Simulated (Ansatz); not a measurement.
C2H4FSi (SMILES C=C[SiH-]F) (charge −1)

```csv
atom,x (Å),y (Å),z (Å)
C,0.7967,0.3525,1.7667
C,-0.0131,1.3234,1.2634
F,-1.0905,-0.3370,-0.7661
Si,-1.4777,1.1962,0.0165
H,1.5289,0.5370,2.5734
H,0.7537,-0.6782,1.3783
H,0.0929,2.3315,1.7223
H,-0.8011,2.1469,-1.0264
```

Geometry: BLYP-D3(BJ)/def2-SVPD.

Computed with isolated molecule in a Gaussian basis; Kohn-Sham density functional theory, functional PBE0 in Ansatz.

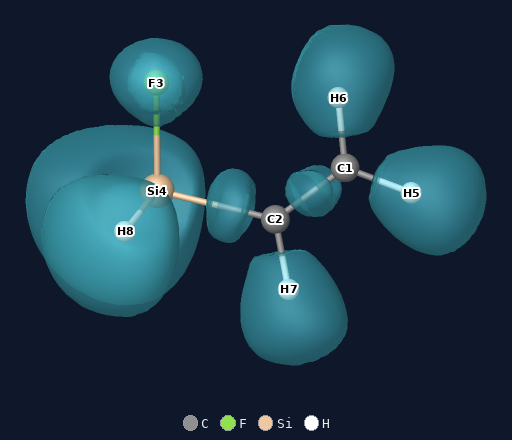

Figure 1. Isosurface of the ELF at 0.8 (cyan), seen across its widest extent. Core shells and regions of very low density are left out.

Q: Where are the electrons localised?

A: At this value the surface marks out one region between bonded C–C atoms (shared pairs), one region between bonded C–Si atoms (shared pairs), four regions around hydrogen nuclei, one lobe on Si, pointing away from the bonds (lone pairs) and one region wrapped around F (its lone pairs, merged into a ring or cap).


C–C (1.36 Å): the ELF peaks at about 0.90 between the atoms: localised, covalent bonding. Si–F (1.76 Å): the ELF peaks at about 0.85 in the valence shell of F, 0.5 Å from its nucleus, and is about 0.55 at the midpoint.

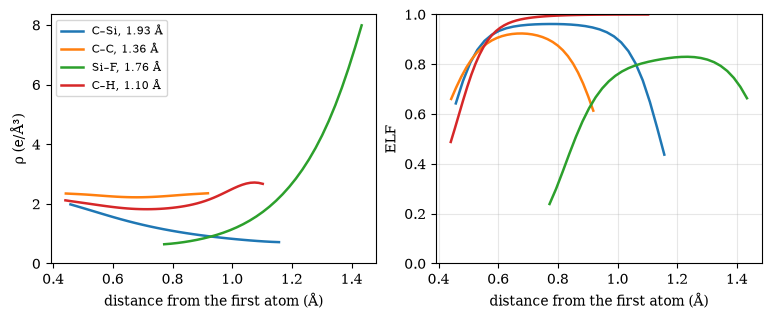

Figure 2. Total electron density and electron localisation function along straight lines between neighbouring atoms. The curves leave out the atomic cores.

Q: Compare the contacts.

A: C–Si (1.93 Å): ρ is about 0.86 e/Å³ halfway; the ELF peaks at about 0.95 between the atoms (a covalent bond).
C–C (1.36 Å): ρ at the midpoint is about 2.2 e/Å³; the ELF peaks at about 0.90 between the atoms; localised, covalent bonding.
Si–F (1.76 Å): the density is about 0.79 e/Å³ at the midpoint; the ELF peaks at about 0.85 in the valence shell of F, 0.5 Å from its nucleus, and is about 0.55 at the midpoint.
C–H (1.10 Å): ρ at the midpoint is about 2 e/Å³; the ELF climbs to about 1 towards the hydrogen, as it does in any bond to H (an ordinary covalent bond to hydrogen).

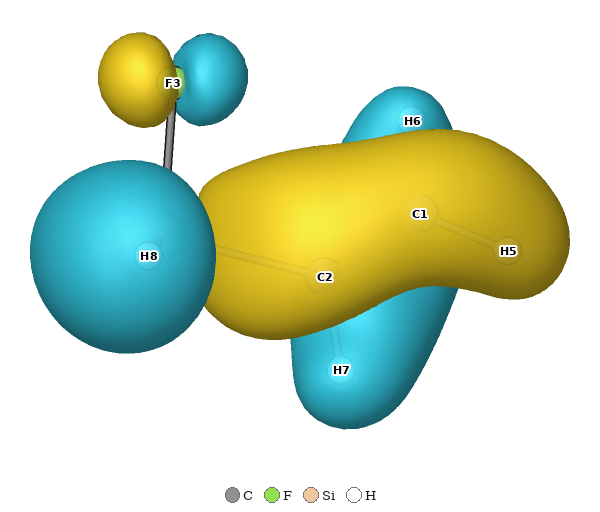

Figure 3. The HOMO−1 at ±0.08 Å⁻³ᐟ² (yellow and cyan are the two phases), seen at a tilt.

Q: Where does this orbital lie, and at what energy?

A: Its weight (Hirshfeld) is mainly on C2 (about 35 %), C1 (about 25 %), Si4 (about 15 %) and H8 (about 10 %). Its energy is −2.77 eV.
